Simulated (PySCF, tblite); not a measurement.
**C3H7O2Si radical: geometry, infrared bands and EPR parameters**

What infrared bands and EPR parameters should C3H7O2Si radical (`C=C[Si](O)OC`) show?

Programs: tblite 0.8.0 and PySCF 2.14.0, with density-fitted response routines of our own. Each step states its level of theory. These are calculated values for one molecule in the gas phase, unless marked as measured. Atoms are numbered from 0 throughout.

**1. The molecule as given**

13 atoms, charge 0, multiplicity 2; geometry from: force field or distance geometry start.

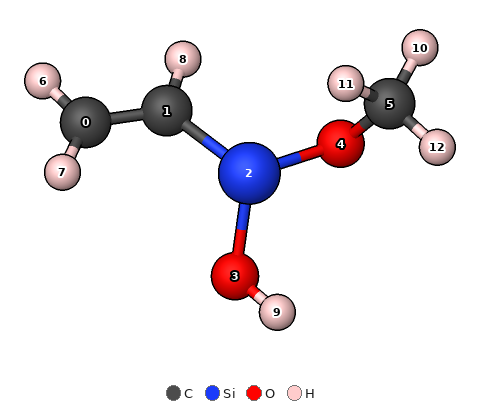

The starting geometry (carbon dark grey, silicon blue, oxygen red, hydrogen pink), atoms numbered.

**2. Relaxing the molecule with GFN2-xTB**

Job settings and geometry (Å):

```
{"job": {"kind": "relax", "xc": "GFN2-xTB", "basis": "xTB"}, "charge": 0, "multiplicity": 2}
C      2.607800    -0.470500    -0.399500
C      1.291100    -0.614100    -0.621000
Si     0.022800     0.545900    -0.036100
O      0.344500     2.120900    -0.693500
O     -1.475800     0.061700    -0.774100
C     -2.295600    -0.421400     0.245000
H      3.259800    -1.229200    -0.793600
H      3.028400     0.380300     0.145800
H      0.981400    -1.497000    -1.159300
H     -0.302700     2.787600    -0.336200
H     -2.836800    -1.340700    -0.089900
H     -1.606600    -0.687500     1.084600
H     -3.022700     0.364600     0.548900
```

The run is started by

```
OMP_NUM_THREADS=1 python probes_run.py task.json out
```

The driver reads the jobs from task.json and runs them one after another.

What it wrote:

```text
step      E/eV     max force
  0    -538.74649    3.353
  1    -539.03248    1.616
  2    -539.12881    1.129
  3    -539.17074    0.744
  4    -539.21748    0.614
  5    -539.26191    0.772
  6    -539.31095    0.831
  7    -539.34532    0.509
  8    -539.36357    0.345
  9    -539.38018    0.396
 10    -539.39578    0.356
 11    -539.40967    0.317
 12    -539.42277    0.275
 13    -539.43445    0.316
 14    -539.44392    0.298
 15    -539.45312    0.270
 16    -539.46252    0.231
 17    -539.47038    0.212
 18    -539.47619    0.176
 19    -539.48132    0.205
 20    -539.48778    0.237
 21    -539.49542    0.273
 22    -539.50266    0.213
 23    -539.50856    0.217
 24    -539.51407    0.238
 25    -539.52133    0.265
 26    -539.52967    0.226
 27    -539.53583    0.252
 28    -539.53903    0.192
 29    -539.54298    0.266
 30    -539.54682    0.214
 31    -539.55423    0.157
 32    -539.55731    0.177
 33    -539.56420    0.250
 34    -539.57106    0.199
 35    -539.57824    0.377
 36    -539.58223    0.574
 37    -539.58787    0.280
 38    -539.59318    0.184
 39    -539.60104    0.153
 40    -539.60874    0.270
 41    -539.61187    0.184
 42    -539.61522    0.218
 43    -539.61849    0.208
 44    -539.62063    0.295
 45    -539.62395    0.132
 46    -539.62623    0.141
 47    -539.62836    0.152
 48    -539.63292    0.166
 49    -539.63881    0.236
 50    -539.64387    0.186
 51    -539.64622    0.249
 52    -539.64880    0.187
 53    -539.65091    0.179
 54    -539.65603    0.121
 55    -539.65730    0.121
 56    -539.65866    0.114
 57    -539.65949    0.097
 58    -539.66027    0.074
 59    -539.66125    0.109
 60    -539.66252    0.154
 61    -539.66427    0.169
 62    -539.66577    0.137
 63    -539.66673    0.082
 64    -539.66737    0.054
 65    -539.66806    0.066
 66    -539.66894    0.072
 67    -539.66984    0.076
 68    -539.67057    0.080
 69    -539.67111    0.070
 70    -539.67171    0.060
 71    -539.67249    0.078
 72    -539.67359    0.069
 73    -539.67442    0.082
 74    -539.67494    0.073
 75    -539.67524    0.055
 76    -539.67547    0.047
 77    -539.67569    0.035
 78    -539.67589    0.056
 79    -539.67611    0.038
 80    -539.67639    0.058
 81    -539.67677    0.075
 82    -539.67734    0.090
 83    -539.67814    0.088
 84    -539.67895    0.076
 85    -539.67967    0.057
 86    -539.68023    0.071
 87    -539.68066    0.069
 88    -539.68108    0.072
 89    -539.68150    0.053
 90    -539.68187    0.041
 91    -539.68206    0.039
 92    -539.68228    0.025
 93    -539.68238    0.022
 94    -539.68242    0.016
 95    -539.68245    0.013
 96    -539.68248    0.013
 97    -539.68251    0.012
 98    -539.68254    0.018
 99    -539.68259    0.022
100    -539.68267    0.022
101    -539.68284    0.028
102    -539.68309    0.052
103    -539.68338    0.066
104    -539.68368    0.074
105    -539.68402    0.072
106    -539.68436    0.058
107    -539.68472    0.037
108    -539.68499    0.034
109    -539.68511    0.044
110    -539.68521    0.055
111    -539.68539    0.039
112    -539.68554    0.028
113    -539.68607    0.033
114    -539.68620    0.089
115    -539.68673    0.085
116    -539.68709    0.056
117    -539.68460    0.262
118    -539.68755    0.082
119    -539.68783    0.074
120    -539.67458    0.563
121    -539.68832    0.054
122    -539.68864    0.043
123    -539.68881    0.106
124    -539.68940    0.019
125    -539.68951    0.019
126    -539.68958    0.023
127    -539.68963    0.021
128    -539.68972    0.011
129    -539.68974    0.013
130    -539.68977    0.009
```

It took 0.73 s on 1 thread of Arm Neoverse V1, shared host.

Step by step: (not every step is listed)

```tsv
step	energy from step 0 (eV)	largest force (eV/Å)
0	0.0000	3.3533
1	-0.2860	1.6164
2	-0.3823	1.1285
3	-0.4243	0.7439
4	-0.4710	0.6138
5	-0.5154	0.7724
6	-0.5645	0.8314
7	-0.5988	0.5090
8	-0.6171	0.3446
19	-0.7348	0.2054
30	-0.8003	0.2141
41	-0.8654	0.1835
52	-0.9023	0.1867
63	-0.9202	0.0821
74	-0.9284	0.0731
85	-0.9332	0.0571
96	-0.9360	0.0135
107	-0.9382	0.0373
118	-0.9411	0.0821
125	-0.9430	0.0192
126	-0.9431	0.0226
127	-0.9431	0.0206
128	-0.9432	0.0114
129	-0.9433	0.0125
130	-0.9433	0.0094
```

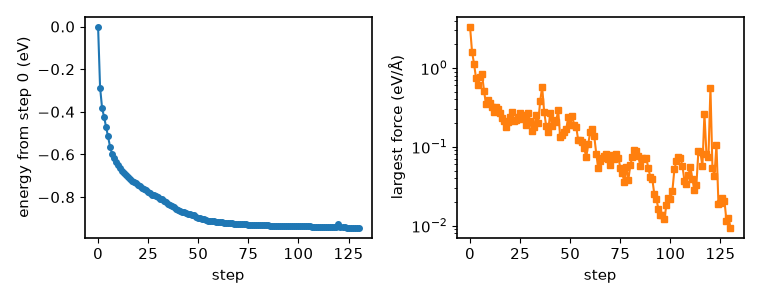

Energy and force, step by step.

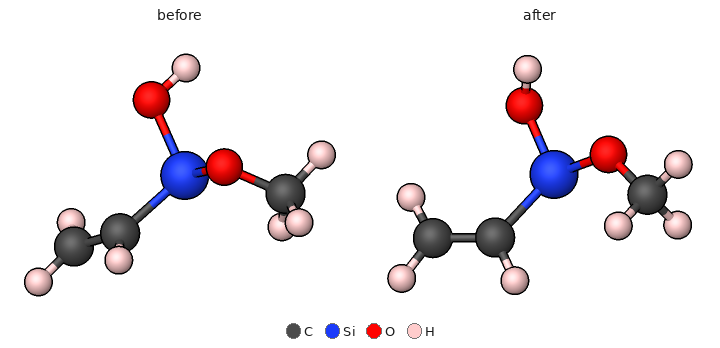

The geometry before (left) and after (right).

Distances of close pairs at the start and the end, largest changes first:

```tsv
bond	before (Å)	after (Å)	change (Å)
Si2–O3	1.737	1.620	-0.117
Si2–O4	1.739	1.641	-0.098
C1–Si2	1.816	1.861	+0.046
O3–H9	0.995	0.959	-0.037
C5–H10	1.118	1.093	-0.025
C5–H11	1.118	1.093	-0.025
C5–H12	1.113	1.091	-0.022
C0–H7	1.095	1.076	-0.018
```

The final coordinates are the input of the step that follows.

**3. Vibrational analysis with GFN2-xTB**

Job settings and geometry (Å):

```
{"job": {"kind": "ir", "xc": "GFN2-xTB", "basis": "xTB"}, "charge": 0, "multiplicity": 2}
C      2.470314    -0.464144    -0.785638
C      1.230455    -0.634945    -0.317908
Si     0.162737     0.731501     0.357785
O      0.542070     2.241091    -0.091141
O     -1.441653     0.623959     0.027926
C     -2.281763    -0.473780     0.175925
H      3.101485    -1.295140    -1.056046
H      2.877473     0.519552    -0.943626
H      0.888256    -1.650294    -0.147565
H     -0.006084     2.689567    -0.737405
H     -1.954281    -1.306665    -0.451303
H     -2.308031    -0.809235     1.215850
H     -3.285367    -0.170981    -0.125832
```

What it wrote:

```text
mode    cm-1     km/mol
  1      69.8      0.69
  2      81.2      2.89
  3     100.6      0.38
  4     148.2      2.48
  5     165.4     15.15
  6     202.7     12.95
  7     231.4     88.43
  8     315.4     74.13
  9     365.3     11.43
 10     526.8     41.39
 11     650.0     41.38
 12     753.0     62.99
 13     830.2    260.93
 14     857.6     33.10
 15     925.2    165.49
 16     979.4     16.99
 17    1014.3     20.10
 18    1138.4      2.48
 19    1147.2     85.82
 20    1156.0    179.70
 21    1271.7      2.75
 22    1399.5     18.14
 23    1420.9      0.13
 24    1484.5      6.29
 25    1489.6      2.62
 26    1572.8     98.14
 27    2944.8     45.19
 28    2958.8     37.02
 29    2991.8     34.04
 30    3012.9     47.23
 31    3086.6     16.28
 32    3123.3     47.69
 33    3554.4      9.98
```

Run time: 0.34 s. Hardware: 1 thread of Arm Neoverse V1, shared host.

The strongest bands and the atoms that carry them (share of the mass-weighted mode):

```tsv
cm⁻¹	km/mol	atoms
231	88.4	H9 66 %
315	74.1	O3 21 %, O4 20 %, C5 16 %, H9 15 %
753	63.0	H9 29 %, Si2 28 %, O4 13 %
830	260.9	H9 49 %, Si2 18 %, O3 17 %
925	165.5	O3 42 %, Si2 39 %
1147	85.8	C5 29 %, O4 25 %, H12 23 %, H10 14 %
1156	179.7	O4 39 %, C5 27 %, H12 21 %
1573	98.1	C0 46 %, C1 39 %
```

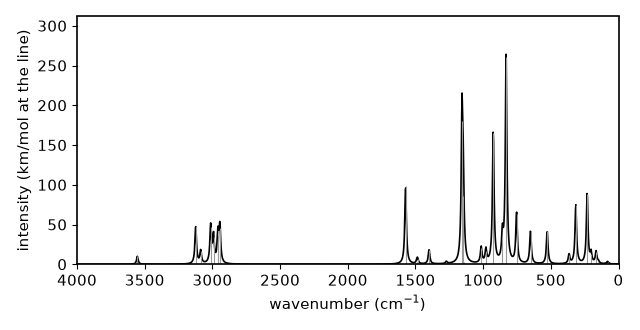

The infrared spectrum from these modes, unscaled. Lines are broadened to a width of 14 cm⁻¹ (Lorentzian).

**4. EPR parameters: B3LYP/pcH-1**

Same as in step 3 but for these lines:

```diff
@@ -1,2 +1,2 @@
-{"job": {"kind": "ir", "xc": "GFN2-xTB", "basis": "xTB"}, "charge": 0, "multiplicity": 2}
+{"job": {"kind": "epr", "basis": "pcH-1"}, "charge": 0, "multiplicity": 2}
 C      2.470314    -0.464144    -0.785638
```

Method: UKS B3LYP, pcH-1 on C H O Si, non-relativistic, mean-field spin-orbit, GIAO.

What it wrote:

```text
UKS, coarse grid
  cycle   1  E = -558.30942834  |g| = 7.48e-01
  cycle   2  E = -557.98555723  |g| = 1.20e+00
  cycle   3  E = -558.50259094  |g| = 1.11e-01
  cycle   4  E = -558.50686510  |g| = 5.67e-02
  cycle   5  E = -558.50833863  |g| = 1.41e-02
  cycle   6  E = -558.50841465  |g| = 6.07e-03
  cycle   7  E = -558.50843286  |g| = 1.39e-03
  cycle   8  E = -558.50843625  |g| = 8.62e-04
UKS, final grid
  cycle   1  E = -558.50844054  |g| = 1.42e-03
  cycle   2  E = -558.50843808  |g| = 2.71e-03
  cycle   3  E = -558.50844161  |g| = 1.33e-04
  cycle   4  E = -558.50844163  |g| = 8.36e-05
  cycle   5  E = -558.50844165  |g| = 6.87e-05
  cycle   6  E = -558.50844165  |g| = 1.47e-05
E = -558.50844165 Eh   <S^2> = 0.7544 (exact 0.7500)
g shifts (ppm)      1          2          3
  rmc          -177       -177       -177
  gc             74         71         36
  oz_so       -1225       -146        121
  total       -1327       -252        -19
hyperfine (MHz)  atom isotope    a_iso     a_fc   dipolar eigenvalues
    0   13C      12.92      12.95    -12.63    -11.56     24.19
    1   13C     108.51     108.52    -17.30     -4.15     21.45
    2  29Si    -677.63    -678.49   -126.20     61.81     64.39
    3   17O     -80.37     -80.34    -12.76      5.72      7.04
    4   17O     -29.77     -29.72    -28.51     13.68     14.83
    5   13C      -1.45      -1.45     -0.87     -0.48      1.35
    6    1H      -0.49      -0.49     -6.54     -1.20      7.74
    7    1H      -6.19      -6.19     -3.74     -1.56      5.30
    8    1H       0.47       0.47     -5.33     -0.81      6.14
    9    1H      29.29      29.27     -4.49     -2.23      6.71
   10    1H       2.47       2.47     -1.82     -1.58      3.39
   11    1H       3.33       3.33     -2.83     -2.14      4.98
   12    1H       0.27       0.27     -1.69     -1.36      3.05
```

It took 53 s on 1 thread of Arm Neoverse V1, shared host; peak memory 0.78 GiB.

Principal g values 2.00099, 2.00207, 2.00230; g(iso) = 2.00179, against 2.00232 for a free electron.

Mean a(iso) over the nuclei that a row names, and the largest dipolar term of the row (other rows stand at the frozen geometry):

```tsv
nuclei	isotope	a(iso) (MHz)	a(iso) (G, at g = 2.0023)	largest dipolar term (MHz)
Si2	29Si	-677.6	-241.8	-126.2
C1	13C	108.5	38.7	21.4
O3	17O	-80.4	-28.7	-12.8
O4	17O	-29.8	-10.6	-28.5
H9	1H	29.3	10.5	6.7
C0	13C	12.9	4.6	24.2
H7	1H	-6.2	-2.2	5.3
H10, H11, H12	1H	2.0	0.7	5.0
C5	13C	-1.4	-0.5	1.4
H6	1H	-0.5	-0.2	7.7
H8	1H	0.5	0.2	6.1
```

Mulliken spin populations:

C0 0.15; C1 -0.02; Si2 0.78; O3 0.02; O4 0.05; C5 -0.01; H6 0.00; H7 0.00; H8 0.00; H9 0.02; H10 0.00; H11 0.01; H12 0.00

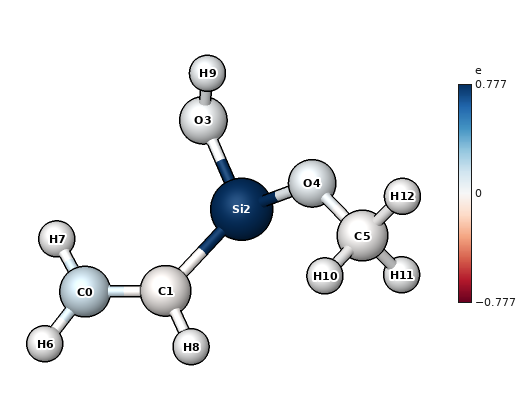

Mulliken spin populations, as colours on the atoms.

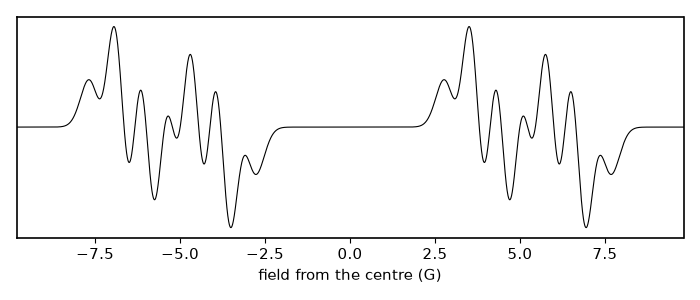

First-order isotropic spectrum (first derivative, main isotopes with spin only, couplings over 0.8 MHz, Gaussian width 0.3 G; couplings of the frozen geometry, rotation of groups not averaged beyond the rows shown).

The fields below are evaluated on a grid from the run's orbitals.

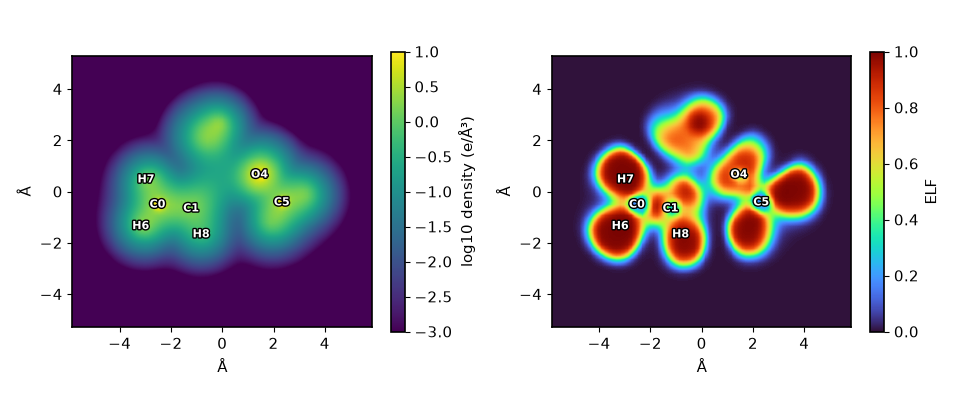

Density (left) and ELF (right) in a plane through or near 7 of the atoms.

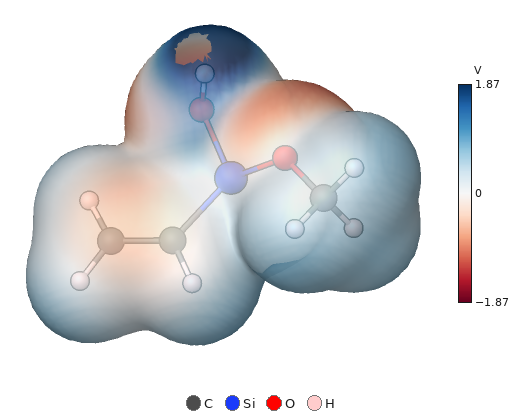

The potential that a unit positive charge feels on the 0.002 e/bohr³ surface, from -1.45 V near O3 to 1.87 V near H9.

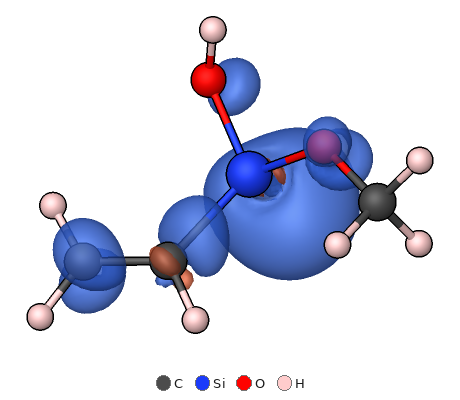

Spin density at ±0.03 e/Å³ (alpha excess blue, beta excess red).

**5. What came out**

```
                                                                  quantity                    value
                                 strongest single infrared mode (GFN2-xTB)     830 cm⁻¹, 261 km/mol
                                              zero-point energy (GFN2-xTB)            60.0 kcal/mol
                                                            g(iso) (B3LYP)                  2.00179
                                                                      ⟨S²⟩       0.754 (exact 0.75)
                                        largest a(iso) (averaged by class)  29Si on Si2, -677.6 MHz
potential on the surface of density 0.002 e/bohr³, 1st and 99th percentile       -1.45 V and 1.87 V
```

The optimisation took 130 steps and gained 0.943 eV; among the close pairs (by a distance rule), Si2–O3 changed most, from 1.737 to 1.620 Å. No mode is imaginary among the 33: a minimum at this level. The strongest single mode, at 830 cm⁻¹, has its largest shares on H9, Si2 and O3 (the list is cut at 3 atoms). GFN2-xTB is a fitted tight-binding method: band positions and strengths are rough. Its intensities can rank the bands wrongly. Most of the unpaired spin sits on Si2 (0.78 e). The isotropic g lies 0.5 ppt below the free-electron value.
